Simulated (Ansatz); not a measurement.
# Nudged elastic band, with input and output: GaN$_{2}$H$_{7}$O

The run: nudged elastic band of GaN$_{2}$H$_{7}$O. Method and program: RKS revPBE-D4/def2-SVP (Ansatz 0.2.0).

It belongs to a series of runs on one base structure; here: band between the two ends.

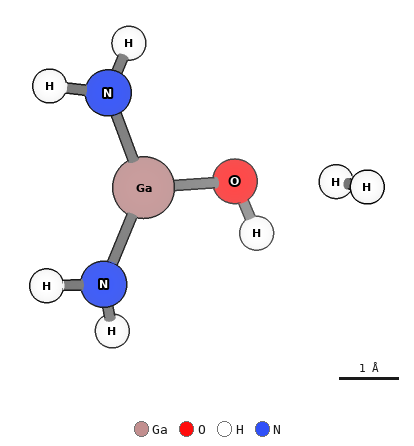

Fig. 1: The structure as given in the input (ball-and-stick view, seen on its broad side). Sticks mark near contacts. Bond lengths as drawn: Ga–N 1.84 to 1.85 Å, Ga–O 1.82 Å, H–H 0.77 Å, H–N 1.02 Å and H–O 0.97 Å.

## The input
```yaml
crystal:
  periodic: [false, false, false]
  atoms:
    - { symbol: Ga, position_ang: [-0.034617, -0.24387, -0.226896] }
    - { symbol: O, position_ang: [0.097192, -0.067064, 1.58182] }
    - { symbol: H, position_ang: [-0.777499, 0.021785, 2.000994] }
    - { symbol: "N", position_ang: [1.566291, -0.114788, -1.119045] }
    - { symbol: H, position_ang: [1.662705, -0.547102, -2.041421] }
    - { symbol: H, position_ang: [2.411769, -0.289269, -0.568374] }
    - { symbol: "N", position_ang: [-1.685385, -0.213597, -1.056408] }
    - { symbol: H, position_ang: [-2.478774, -0.615326, -0.54686] }
    - { symbol: H, position_ang: [-1.728343, -0.528185, -2.030988] }
    - { symbol: H, position_ang: [0.064996, 3.109874, 1.995886] }
    - { symbol: H, position_ang: [0.140764, 2.350142, 1.90619] }
basis:
  gaussian: { orbitals: def2-SVP }
hamiltonian:
  xc: revpbe
  dispersion: d4
neb:
  order_check: false
  images: 5
  f_tol: 0.05
  max_iterations: 60
  final_atoms:
    - { symbol: Ga, position_ang: [0.19234002, 0.88022171, -0.30933024] }
    - { symbol: O, position_ang: [-0.11758259, 0.08275702, 1.7837938] }
    - { symbol: H, position_ang: [-0.96186594, -0.18799593, 1.27422219] }
    - { symbol: "N", position_ang: [1.58668052, -0.0391243, -1.11871978] }
    - { symbol: H, position_ang: [1.55781172, -1.06249351, -1.07071862] }
    - { symbol: H, position_ang: [2.53819908, 0.26061725, -0.88156337] }
    - { symbol: "N", position_ang: [-1.50762955, -0.02830354, -0.40279858] }
    - { symbol: H, position_ang: [-1.53875112, -0.84092424, -1.0319289] }
    - { symbol: H, position_ang: [-2.31276263, 0.56137102, -0.64785312] }
    - { symbol: H, position_ang: [0.20936336, 2.43901393, -0.08348803] }
    - { symbol: H, position_ang: [-0.40670386, 0.79746057, 2.38328266] }
  initial_path:
    images:
      - { positions_ang: [[-0.034617, -0.24387, -0.226896], [0.097192, -0.067064, 1.58182], [-0.777499, 0.021785, 2.000994], [1.566291, -0.114788, -1.119045], [1.662705, -0.547102, -2.041421], [2.411769, -0.289269, -0.568374], [-1.685385, -0.213597, -1.056408], [-2.478774, -0.615326, -0.54686], [-1.728343, -0.528185, -2.030988], [0.064996, 3.109874, 1.995886], [0.140764, 2.350142, 1.90619]] }
      - { positions_ang: [[-0.02413555, -0.16236587, -0.14470739], [0.06933939, 0.01073644, 1.77227311], [-0.81720714, -0.01089332, 2.17310117], [1.59768316, -0.10847186, -1.06398939], [1.81300698, -0.71022738, -1.73993433], [2.31483337, 0.07109059, -0.81407922], [-1.68424677, -0.15983491, -1.01458152], [-2.43924538, -0.6934993, -0.61948896], [-1.79413382, -0.11340985, -1.89372568], [0.07910384, 2.67736203, 1.48712118], [0.12410093, 2.06211343, 1.75290904]] }
      - { positions_ang: [[-0.0136541, -0.08086173, -0.06251878], [0.04148678, 0.08853688, 1.96272621], [-0.85691528, -0.04357164, 2.34520834], [1.62907531, -0.10215573, -1.00893379], [1.96330896, -0.87335276, -1.43844765], [2.21789773, 0.43145019, -1.05978444], [-1.68310855, -0.10607282, -0.97275504], [-2.39971677, -0.7716726, -0.69211792], [-1.85992465, 0.3013653, -1.75646336], [0.09321168, 2.24485006, 0.97835636], [0.10743787, 1.77408486, 1.59962808]] }
      - { positions_ang: [[-0.00317265, 0.0006424, 0.01966983], [0.01363417, 0.16633732, 2.15317932], [-0.89662342, -0.07624995, 2.5173155], [1.66046747, -0.09583959, -0.95387818], [2.11361095, -1.03647814, -1.13696098], [2.1209621, 0.79180978, -1.30548967], [-1.68197032, -0.05231073, -0.93092856], [-2.36018815, -0.8498459, -0.76474687], [-1.92571547, 0.71614045, -1.61920104], [0.10731952, 1.81233808, 0.46959154], [0.0907748, 1.48605629, 1.44634712]] }
      - { positions_ang: [[0.06199824, 0.29383551, -0.08999686], [-0.03010475, 0.13847722, 2.03005081], [-0.91837093, -0.11349861, 2.10295107], [1.63587182, -0.07693449, -1.00882538], [1.92834454, -1.04514993, -1.11488019], [2.26004109, 0.6147456, -1.1641809], [-1.62385673, -0.04430833, -0.75488523], [-2.08637581, -0.84687202, -0.85380755], [-2.05473119, 0.66455064, -1.2954184], [0.14133414, 2.02123003, 0.28523168], [-0.07505142, 1.25652438, 1.75865896]] }
      - { positions_ang: [[0.12716913, 0.58702861, -0.19966355], [-0.07384367, 0.11061712, 1.9069223], [-0.94011843, -0.15074727, 1.68858663], [1.61127617, -0.05802939, -1.06377258], [1.74307813, -1.05382172, -1.09279941], [2.39912009, 0.43768143, -1.02287213], [-1.56574314, -0.03630594, -0.57884191], [-1.81256346, -0.84389813, -0.94286823], [-2.18374691, 0.61296083, -0.97163576], [0.17534875, 2.23012198, 0.10087183], [-0.24087764, 1.02699248, 2.07097081]] }
      - { positions_ang: [[0.19234002, 0.88022171, -0.30933024], [-0.11758259, 0.08275702, 1.7837938], [-0.96186594, -0.18799593, 1.27422219], [1.58668052, -0.0391243, -1.11871978], [1.55781172, -1.06249351, -1.07071862], [2.53819908, 0.26061725, -0.88156337], [-1.50762955, -0.02830354, -0.40279858], [-1.53875112, -0.84092424, -1.0319289], [-2.31276263, 0.56137102, -0.64785312], [0.20936336, 2.43901393, -0.08348803], [-0.40670386, 0.79746057, 2.38328266]] }
```

Hardware: 4 threads of Arm Neoverse V2, 24 GiB of memory available, shared host.

Launched with:
```bash
ansatz run input.yaml --threads 4 --pin off --max-ram 5120MiB --backend cpu --events-out ev --progress --plain --runs-dir out
```

## The program's output
```
Engine: ansatz 0.2.0, aarch64-unknown-linux-gnu
Functional definition: revPBE
  parameter kappa = 1.245
  parameter beta = 0.06672455060314922
  exchange = pbe_x(kappa = kappa, mu = beta*pi^2/3)
  correlation = pbe_c(beta = beta)
1248 factors; their error is unknown
mean field evaluation 1: about -57482.8871 eV, gradient 1.1e2 eV
mean field evaluation 2: about -57410.5223 eV, gradient 2.0e2 eV
mean field evaluation 4: about -57502.6214 eV, gradient 2.7e1 eV
mean field evaluation 8: about -57504.1347 eV, gradient 2.3e-1 eV
mean field evaluation 16: about -57504.0807 eV, gradient 2.3e-4 eV
mean field -57504.08065685 eV, -2113.2359864734 hartree, gradient 5.0e-5 eV, S^2 0.000000; 0 other end points of the search recorded, 0 dependent functions left out
the calculation of the forces begins
reference -57504.08071023 eV, -2113.2359884350 hartree; 30, 30 occupied and 79, 79 virtual orbitals, 1248 factors
1248 factors; their error is unknown
mean field evaluation 32: about -57504.2941 eV, gradient 1.6e-3 eV
mean field -57504.29409309 eV, -2113.2438301106 hartree, gradient 4.6e-5 eV, S^2 0.000000; 0 other end points of the search recorded, 0 dependent functions left out
[... from here on the field's lines of each further geometry are left out, up to the last ...]
NEB iter   1: max|band force component| = 2.267e1 eV/Å  barrier→ = 3.6955 eV  barrier← = 3.9872 eV  Δτ_max = 0.2000 Å  (194 SCF iters)
NEB iter   2: max|band force component| = 1.735e0 eV/Å  barrier→ = 1.3134 eV  barrier← = 1.6051 eV  Δτ_max = 0.2000 Å  (173 SCF iters)
NEB iter   3: max|band force component| = 6.215e-1 eV/Å  barrier→ = 1.0017 eV  barrier← = 1.2934 eV  Δτ_max = 0.1970 Å  (161 SCF iters)
NEB iter   4: max|band force component| = 5.765e-1 eV/Å  barrier→ = 0.8153 eV  barrier← = 1.1070 eV  Δτ_max = 0.1966 Å  (153 SCF iters)
NEB iter   5: max|band force component| = 4.894e-1 eV/Å  barrier→ = 0.5652 eV  barrier← = 0.8569 eV  CI = image 3  Δτ_max = 0.1975 Å  (150 SCF iters)
NEB iter   6: max|band force component| = 8.043e-1 eV/Å  barrier→ = 0.7482 eV  barrier← = 1.0400 eV  CI = image 3  Δτ_max = 0.0996 Å  (154 SCF iters)
NEB iter   7: max|band force component| = 6.676e-1 eV/Å  barrier→ = 0.8001 eV  barrier← = 1.0918 eV  CI = image 3  Δτ_max = 0.0993 Å  (144 SCF iters)
NEB iter   8: max|band force component| = 4.630e-1 eV/Å  barrier→ = 0.9317 eV  barrier← = 1.2234 eV  CI = image 3  Δτ_max = 0.1013 Å  (146 SCF iters)
NEB iter   9: max|band force component| = 2.520e-1 eV/Å  barrier→ = 0.9803 eV  barrier← = 1.2720 eV  CI = image 3  Δτ_max = 0.0703 Å  (144 SCF iters)
NEB iter  10: max|band force component| = 2.066e-1 eV/Å  barrier→ = 0.9707 eV  barrier← = 1.2624 eV  CI = image 3  Δτ_max = 0.0332 Å  (140 SCF iters)
NEB iter  11: max|band force component| = 1.016e-1 eV/Å  barrier→ = 0.9648 eV  barrier← = 1.2565 eV  CI = image 3  Δτ_max = 0.0631 Å  (140 SCF iters)
NEB iter  12: max|band force component| = 8.916e-2 eV/Å  barrier→ = 0.9617 eV  barrier← = 1.2535 eV  CI = image 3  Δτ_max = 0.0987 Å  (140 SCF iters)
NEB iter  13: max|band force component| = 2.706e-1 eV/Å  barrier→ = 0.9582 eV  barrier← = 1.2500 eV  CI = image 3  Δτ_max = 0.0500 Å  (136 SCF iters)
NEB iter  14: max|band force component| = 5.814e-2 eV/Å  barrier→ = 0.9553 eV  barrier← = 1.2470 eV  CI = image 3  Δτ_max = 0.0616 Å  (139 SCF iters)
NEB iter  15: max|band force component| = 3.835e-2 eV/Å  barrier→ = 0.9528 eV  barrier← = 1.2445 eV  CI = image 3  Δτ_max = 0.0616 Å  (136 SCF iters)
NEB iter  16: max|band force component| = 7.098e-2 eV/Å  barrier→ = 0.9512 eV  barrier← = 1.2429 eV  CI = image 3  Δτ_max = 0.0908 Å  (29 SCF iters)
NEB iter  17: max|band force component| = 3.389e-2 eV/Å  barrier→ = 0.9504 eV  barrier← = 1.2421 eV  CI = image 3  Δτ_max = 0.0402 Å  (148 SCF iters)
NEB iter  18: max|band force component| = 5.642e-2 eV/Å  barrier→ = 0.9504 eV  barrier← = 1.2421 eV  CI = image 3  Δτ_max = 0.0201 Å  (30 SCF iters)
the calculation of the forces begins
reference -57504.12102108 eV, -2113.2374698316 hartree; 30, 30 occupied and 79, 79 virtual orbitals, 1248 factors
1248 factors; their error is unknown
mean field evaluation 800: about -57503.1022 eV, gradient 1.5e-1 eV
mean field -57503.04669060 eV, -2113.1979889146 hartree, gradient 1.3e-5 eV, S^2 0.000000; 1 other end points of the search recorded, 0 dependent functions left out
the calculation of the forces begins
reference -57503.04674329 eV, -2113.1979908509 hartree; 30, 30 occupied and 79, 79 virtual orbitals, 1248 factors
NEB iter  19: max|band force component| = 2.854e-2 eV/Å  barrier→ = 0.9499 eV  barrier← = 1.2416 eV  CI = image 3  Δτ_max = 0.0000 Å  (281 SCF iters)
```

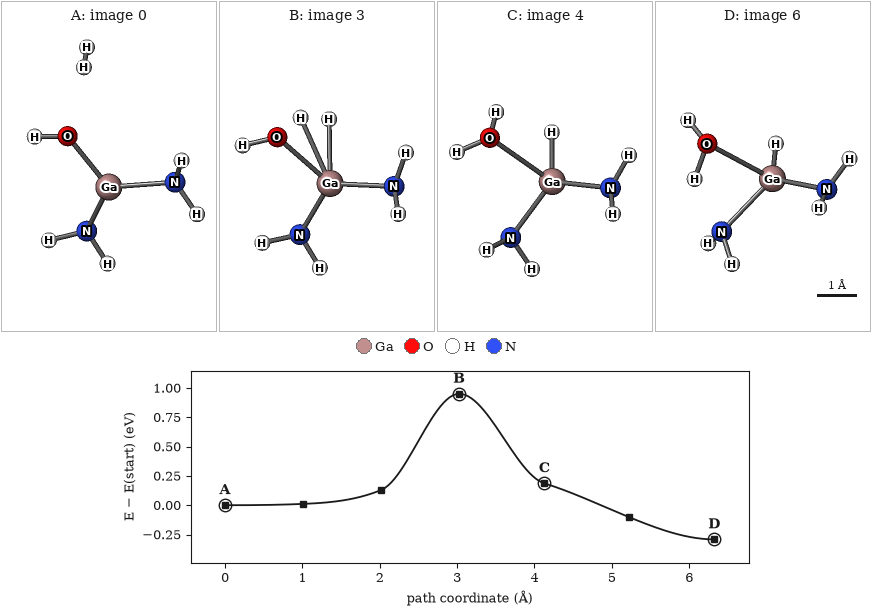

Fig. 2: Images of the last band (counted from 0; ball-and-stick, seen at a tilt) above the energy along the path; the line is a cubic interpolation that uses the forces. The highest image is number 3, 0.950 eV above the start and 1.242 eV above the end (the climbing image); the end lies 0.292 eV below the start. The path is 6.32 Å long. The band converged in 19 iterations.

```
Total energy: -57503.62107100 eV, -2113.2190970051 hartree
Atom 0 at    -0.011857     0.334255    -0.173503 Å, force    -0.004743    -0.000822    -0.001526 eV/Å
Atom 1 at     0.020780     0.086035     1.832558 Å, force     0.001051     0.007320    -0.001233 eV/Å
Atom 2 at    -0.867555    -0.069316     2.212782 Å, force     0.001013    -0.003225    -0.000515 eV/Å
Atom 3 at     1.569259     0.144232    -1.119849 Å, force    -0.008664     0.001252     0.009761 eV/Å
Atom 4 at     1.751278    -0.807065    -1.460720 Å, force     0.002638     0.001289    -0.000975 eV/Å
Atom 5 at     2.400169     0.455804    -0.604490 Å, force     0.002737    -0.003011    -0.003701 eV/Å
Atom 6 at    -1.709222     0.065339    -0.850396 Å, force     0.019818    -0.005626     0.006534 eV/Å
Atom 7 at    -2.389307    -0.447431    -0.282576 Å, force    -0.003213     0.001567    -0.007300 eV/Å
Atom 8 at    -1.781962    -0.239418    -1.825234 Å, force    -0.009083     0.003628     0.002032 eV/Å
Atom 9 at     0.170038     2.027792     0.706311 Å, force    -0.000116    -0.000824     0.001035 eV/Å
Atom 10 at     0.087477     1.312372     1.460016 Å, force    -0.001438    -0.001548    -0.004114 eV/Å
Dipole moment:    -0.221643    -0.436698     0.080671 e Å
this run last wrote the band of iteration 19 to [file]; this run last wrote the band within `neb.f_tol` of iteration 17 to [file]
```

## The last band as extended XYZ (Å, eV, eV/Å)
```
11
Properties=species:S:1:pos:R:3:forces:R:3 image=0 energy=-57504.57087
Ga   -0.0346   -0.2439   -0.2269   -0.0016   0.0036   0.0038
O     0.0972   -0.0671    1.5818    0.0076  -0.0028  -0.0159
H    -0.7775    0.0218    2.0010   -0.0088   0.0012   0.0081
N     1.5663   -0.1148   -1.1190    0.0093   0.0031  -0.0025
H     1.6627   -0.5471   -2.0414   -0.0036   0.0009   0.0089
H     2.4118   -0.2893   -0.5684   -0.0040  -0.0027  -0.0040
N    -1.6854   -0.2136   -1.0564   -0.0147  -0.0204   0.0032
H    -2.4788   -0.6153   -0.5469    0.0163   0.0125  -0.0137
H    -1.7283   -0.5282   -2.0310   -0.0002   0.0049   0.0125
H     0.0650    3.1099    1.9959    0.0005  -0.0139  -0.0009
H     0.1408    2.3501    1.9062   -0.0009   0.0137   0.0006
11
Properties=species:S:1:pos:R:3:forces:R:3 image=1 energy=-57504.55983
Ga   -0.0500   -0.2307   -0.1148   -0.0009  -0.0048  -0.0040
O     0.0755   -0.2714    1.7025   -0.0002   0.0010  -0.0006
H    -0.7968   -0.1770    2.1265    0.0024   0.0018  -0.0013
N     1.5500    0.0275   -0.9840    0.0003  -0.0041   0.0013
H     1.6753   -0.3744   -1.9168   -0.0024   0.0060  -0.0075
H     2.3925   -0.1433   -0.4269    0.0009  -0.0142  -0.0004
N    -1.7025   -0.1242   -0.9321    0.0031  -0.0054  -0.0038
H    -2.4853   -0.6207   -0.4968    0.0000  -0.0022  -0.0016
H    -1.7420   -0.2666   -1.9458   -0.0013  -0.0046  -0.0015
H     0.1480    2.8864    1.3223   -0.0013   0.0155   0.0129
H     0.1743    2.1570    1.5608   -0.0006   0.0110   0.0065
11
Properties=species:S:1:pos:R:3:forces:R:3 image=2 energy=-57504.44173
Ga   -0.0386   -0.1038   -0.0456   -0.0124  -0.1486   0.0410
O     0.0398   -0.2541    1.7799    0.0071  -0.1082  -0.0166
H    -0.8462   -0.1703    2.1794    0.0125  -0.0264  -0.0073
N     1.5277    0.1461   -1.0035   -0.0131   0.0021   0.0231
H     1.7453   -0.6192   -1.6522   -0.0013   0.0470  -0.0574
H     2.3604    0.2951   -0.4221   -0.0150  -0.0552   0.0589
N    -1.7001   -0.0308   -0.8411    0.0218  -0.0330   0.0064
H    -2.4702   -0.5304   -0.3890   -0.0362  -0.0221  -0.0264
H    -1.7595   -0.1558   -1.8556   -0.0121   0.0220  -0.0043
H     0.1994    2.4292    0.8123    0.0149   0.1282   0.0331
H     0.1810    1.8568    1.3323    0.0339   0.1942  -0.0505
11
Properties=species:S:1:pos:R:3:forces:R:3 image=3 energy=-57503.62102
Ga   -0.0119    0.3343   -0.1735   -0.0047  -0.0008  -0.0015
O     0.0208    0.0860    1.8326    0.0011   0.0073  -0.0012
H    -0.8676   -0.0693    2.2128    0.0010  -0.0032  -0.0005
N     1.5693    0.1442   -1.1198   -0.0087   0.0013   0.0098
H     1.7513   -0.8071   -1.4607    0.0026   0.0013  -0.0010
H     2.4002    0.4558   -0.6045    0.0027  -0.0030  -0.0037
N    -1.7092    0.0653   -0.8504    0.0198  -0.0056   0.0065
H    -2.3893   -0.4474   -0.2826   -0.0032   0.0016  -0.0073
H    -1.7820   -0.2394   -1.8252   -0.0091   0.0036   0.0020
H     0.1700    2.0278    0.7063   -0.0001  -0.0008   0.0010
H     0.0875    1.3124    1.4600   -0.0014  -0.0015  -0.0041
11
Properties=species:S:1:pos:R:3:forces:R:3 image=4 energy=-57504.38447
Ga    0.0226    0.7173   -0.3046    0.0033   0.0823  -0.0602
O    -0.0718    0.0668    1.8960   -0.0068  -0.0181   0.0094
H    -1.0099   -0.0741    2.1325   -0.0496   0.0032  -0.0199
N     1.5426    0.0621   -1.1400   -0.0049  -0.0210   0.0079
H     1.6141   -0.9133   -1.4407   -0.0268  -0.0231   0.0119
H     2.4503    0.3780   -0.7850    0.0101  -0.0096  -0.0464
N    -1.7300    0.1512   -0.7518    0.0251   0.0160   0.0322
H    -1.9995   -0.7549   -0.3465    0.0759  -0.0683  -0.0167
H    -1.8509    0.0340   -1.7674   -0.0136   0.0305   0.0181
H     0.2124    2.1693    0.3411   -0.0005   0.0425  -0.0884
H     0.0593    1.0262    2.0613   -0.0121  -0.0343   0.1522
11
Properties=species:S:1:pos:R:3:forces:R:3 image=5 energy=-57504.67338
Ga    0.1037    0.7883   -0.3013    0.0189   0.0151   0.0086
O    -0.1285    0.0616    1.8544   -0.0072   0.0066  -0.0025
H    -1.0966   -0.0228    1.6733   -0.0218   0.0257  -0.1313
N     1.5675    0.0100   -1.1286    0.0004  -0.0209   0.0015
H     1.5728   -0.9895   -1.3485   -0.0044  -0.0218   0.0292
H     2.5056    0.2983   -0.8364    0.0137  -0.0157  -0.0142
N    -1.6423    0.0436   -0.4989    0.0259  -0.0331   0.0671
H    -1.6423   -0.9745   -0.6453    0.1002  -0.0681  -0.0814
H    -2.1481    0.4184   -1.3135   -0.0855   0.0908   0.1269
H     0.2059    2.3077    0.1263   -0.0047   0.0435  -0.0691
H    -0.0586    0.9215    2.3135   -0.0355  -0.0221   0.0651
11
Properties=species:S:1:pos:R:3:forces:R:3 image=6 energy=-57504.86260
Ga    0.1923    0.8802   -0.3093    0.0027   0.0155   0.0051
O    -0.1176    0.0828    1.7838    0.0047   0.0110   0.0124
H    -0.9619   -0.1880    1.2742   -0.0088  -0.0061  -0.0157
N     1.5867   -0.0391   -1.1187    0.0174   0.0228   0.0024
H     1.5578   -1.0625   -1.0707   -0.0035  -0.0235   0.0013
H     2.5382    0.2606   -0.8816   -0.0147  -0.0016  -0.0038
N    -1.5076   -0.0283   -0.4028   -0.0127  -0.0120  -0.0132
H    -1.5388   -0.8409   -1.0319   -0.0024   0.0095   0.0078
H    -2.3128    0.5614   -0.6479    0.0111  -0.0047   0.0041
H     0.2094    2.4390   -0.0835    0.0002  -0.0071  -0.0025
H    -0.4067    0.7975    2.3833    0.0059  -0.0038   0.0023
```

## Results in brief

```json
{"quantity": "outcome", "value": "converged"}
{"quantity": "barrier, forward", "value": "0.950 eV"}
{"quantity": "barrier, backward", "value": "1.242 eV"}
{"quantity": "wall time", "value": "1.7 min (CPU time 5.9 min)"}
{"quantity": "peak memory", "value": "0.14 GiB"}
```

## Remarks

The order of the saddle point was not checked.
